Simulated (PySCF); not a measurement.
# FCI/STO-3G run of N2H4 (hydrazine)

What is the vertical ionisation energy of N2H4 (hydrazine) at FCI/STO-3G? The job is set up through a Python script.

Program for the calculation: PySCF 2.14.0.

5 further runs of the same task are left out: 5 set aside as unsound or not needed.

**1. The molecule**

N2H4 has 6 atoms, charge 0, and is taken as a singlet. As SMILES, `NN`. The coordinates come from a PBE0-D4/def2-TZVP relaxation. This is one conformer, not always the lowest.

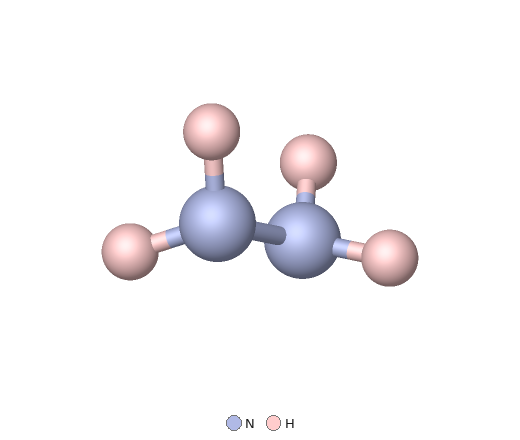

The structure, seen from a chosen angle (nitrogen light blue, hydrogen pink).

**2. A single-point energy at FCI/STO-3G**

Contents of mol.xyz:

```xyz
6
H4N2
N     -0.135100    -0.701700     0.195900
N      0.447300     0.583800     0.089900
H     -1.076200    -0.737600    -0.180500
H      0.438700    -1.352200    -0.322700
H      0.103900     1.104700    -0.709700
H      0.221500     1.102900     0.927100
```

Contents of job.py:

```python
from pyscf import gto, scf, mcscf
from pyscf import fci

molecule = gto.Mole()
molecule.atom = 'mol.xyz'
molecule.max_memory = 1860
molecule.verbose = 4
molecule.basis = 'sto-3g'
molecule.charge = 0
molecule.build()

mf = scf.RHF(molecule)
mf.conv_tol = 1e-10
mf.kernel()
if not mf.converged:
    mf = mf.newton().run(mf.mo_coeff, mf.mo_occ)

cas = mcscf.CASCI(mf, mf.mo_coeff.shape[-1] - 2, (molecule.nelec[0] - 2, molecule.nelec[1] - 2))  # full CI above the frozen core
cas.fcisolver = fci.direct_spin0.FCI(molecule)  # even spin states alone
cas.kernel()
print('<S^2> = %.4f' % cas.fcisolver.spin_square(cas.ci, cas.ncas, cas.nelecas)[0])
e_tot = cas.e_tot
print('Final energy', e_tot)
```

The run is started by

```
OMP_NUM_THREADS=1 python job.py
```

The program printed:

```text
PySCF version 2.14.0

[INPUT] num. atoms = 6
[INPUT] num. electrons = 18
[INPUT] charge = 0
[INPUT] spin (= nelec alpha-beta = 2S) = 0
[INPUT] symmetry False subgroup None
[INPUT] Mole.unit = angstrom
[INPUT] Symbol           X                Y                Z      unit          X                Y                Z       unit  Magmom
[INPUT]  1 N     -0.135100000000  -0.701700000000   0.195900000000 AA   -0.255301999429  -1.326020821607   0.370197347802 Bohr   0.0
[INPUT]  2 N      0.447300000000   0.583800000000   0.089900000000 AA    0.845274495518   1.103222111521   0.169886378598 Bohr   0.0
[INPUT]  3 H     -1.076200000000  -0.737600000000  -0.180500000000 AA   -2.033723255257  -1.393861989479  -0.341095565484 Bohr   0.0
[INPUT]  4 H      0.438700000000  -1.352200000000  -0.322700000000 AA    0.829022850847  -2.555287665637  -0.609814620397 Bohr   0.0
[INPUT]  5 H      0.103900000000   1.104700000000  -0.709700000000 AA    0.196342544342   2.087580449807  -1.341138630604 Bohr   0.0
[INPUT]  6 H      0.221500000000   1.102900000000   0.927100000000 AA    0.418574336591   2.084178942783   1.751965090084 Bohr   0.0

nuclear repulsion = 41.8337110360392
number of shells = 10
number of NR pGTOs = 42
number of NR cGTOs = 14
basis = sto-3g
ecp = {}

******** <class 'pyscf.scf.hf.RHF'> ********
method = RHF
initial guess = minao
damping factor = 0
level_shift factor = 0
DIIS = <class 'pyscf.scf.diis.CDIIS'>
diis_start_cycle = 1
diis_space = 8
diis_damp = 0
SCF conv_tol = 1e-10
SCF conv_tol_grad = None
SCF max_cycles = 50
direct_scf = True
direct_scf_tol = 1e-13
Set gradient conv threshold to 1e-05
Initial guess from minao.
init E= -109.891581720247
  HOMO = -0.211008951561343  LUMO = 0.421125136256737  gap/eV = 17.20124
cycle= 1 E= -109.724247732043  delta_E= 0.167  |g|= 0.222  |ddm|= 2.92
  HOMO = -0.286852299938823  LUMO = 0.633657955598731  gap/eV = 25.04836
cycle= 2 E= -109.742430731304  delta_E= -0.0182  |g|= 0.0389  |ddm|= 0.364
  HOMO = -0.336022205619764  LUMO = 0.604956924185819  gap/eV = 25.60535
cycle= 3 E= -109.74333678563  delta_E= -0.000906  |g|= 0.0143  |ddm|= 0.0934
  HOMO = -0.335713191504743  LUMO = 0.607773288474895  gap/eV = 25.67357
cycle= 4 E= -109.74350766869  delta_E= -0.000171  |g|= 0.0018  |ddm|= 0.06
  HOMO = -0.335802012661509  LUMO = 0.607734004263553  gap/eV = 25.67492
cycle= 5 E= -109.743509934365  delta_E= -2.27e-06  |g|= 0.000175  |ddm|= 0.00692
  HOMO = -0.335791511360278  LUMO = 0.607805593344472  gap/eV = 25.67659
cycle= 6 E= -109.74350995519  delta_E= -2.08e-08  |g|= 3.91e-05  |ddm|= 0.000562
  HOMO = -0.335792768675446  LUMO = 0.607795316608653  gap/eV = 25.67634
cycle= 7 E= -109.743509956424  delta_E= -1.23e-09  |g|= 7.06e-06  |ddm|= 0.000128
  HOMO = -0.335793854360399  LUMO = 0.607795532826558  gap/eV = 25.67638
cycle= 8 E= -109.743509956463  delta_E= -3.86e-11  |g|= 4.99e-07  |ddm|= 2.45e-05
  HOMO = -0.335793827164697  LUMO = 0.607795274391818  gap/eV = 25.67637
Extra cycle  E= -109.743509956463  delta_E= -1.42e-13  |g|= 1.71e-07  |ddm|= 9.98e-07
converged SCF energy = -109.743509956463

******** <class 'pyscf.mcscf.casci.CASCI'> ********
CAS (7e+7e, 12o), ncore = 2, nvir = 0
natorb = False
canonicalization = True
sorting_mo_energy = False
******** <class 'pyscf.fci.direct_spin0.FCISolver'> ********
max. cycles = 100
conv_tol = 1e-10
davidson only = False
linear dependence = 1e-14
level shift = 0.001
max iter space = 12
nroots = 1
pspace_size = 400
spin = None
Density matrix diagonal elements [1.98832977 1.98446234 1.97762757 1.97874445 1.97121357 1.98757451
 1.98735511 0.0293253  0.02367631 0.02516205 0.02335853 0.02317049]
CASCI converged
CASCI E = -109.862144331660  E(CI) = -47.9716349839798  S^2 = 0.0000000
<S^2> = 0.0000
Final energy -109.86214433165992
```

Wall time 7.8 s (1 thread of Arm Neoverse V1, shared host); peak memory 0.25 GiB.

**3. The doublet cation**

Contents of calc.py:

```python
from pyscf import gto, scf, mcscf

mol = gto.Mole()
mol.atom = '''
N   -0.135100  -0.701700   0.195900
N    0.447300   0.583800   0.089900
H   -1.076200  -0.737600  -0.180500
H    0.438700  -1.352200  -0.322700
H    0.103900   1.104700  -0.709700
H    0.221500   1.102900   0.927100
'''
mol.basis = 'sto-3g'
mol.spin = 1
mol.verbose = 3
mol.charge = 1
mol.max_memory = 1860
mol.build()

mf = scf.ROHF(mol)
mf.conv_tol = 1e-10
mf.kernel()
if not mf.converged:
    mf = mf.newton().run(mf.mo_coeff, mf.mo_occ)

cas = mcscf.CASCI(mf, mf.mo_coeff.shape[-1] - 2, (mol.nelec[0] - 2, mol.nelec[1] - 2))  # full CI above the frozen core
cas.fix_spin_(ss=0.75)
cas.kernel()
e_tot = cas.e_tot
print(f'total energy: {e_tot:.8f} hartree')
```

The run is started by

```
OMP_NUM_THREADS=1 python calc.py
```

The program printed:

```text
converged SCF energy = -109.449355120994
CASCI E = -109.596475465967  E(CI) = -47.7055153049565  S^2 = 0.7500000
total energy: -109.59647547 hartree
```

It took 14 s on 1 thread of Arm Neoverse V1, shared host; peak memory 0.26 GiB.

**4. Outcome**

At FCI/STO-3G, 2 core orbitals frozen:

| quantity | value |
| --- | --- |
| singlet N2H4: total energy | -109.86214 Eh |
| singlet N2H4: dipole moment (Hartree–Fock density) | 2.08 D |
| singlet N2H4: HOMO energy (Hartree–Fock orbitals) | -9.14 eV |
| singlet N2H4: LUMO energy (Hartree–Fock orbitals) | 16.54 eV |
| singlet N2H4: HOMO–LUMO gap (Hartree–Fock orbitals) | 25.68 eV |
| singlet N2H4: correlation energy (2 core orbitals frozen) | -118.6 mEh |
| doublet cation: total energy | -109.59648 Eh |
| doublet cation: correlation energy (2 core orbitals frozen) | -147.1 mEh |
| vertical ionisation energy (to the doublet cation) | 7.229 eV |

Removing an electron at fixed nuclei costs 7.23 eV (698 kJ/mol). In a minimal basis such a difference can be off by several eV, whatever the method.
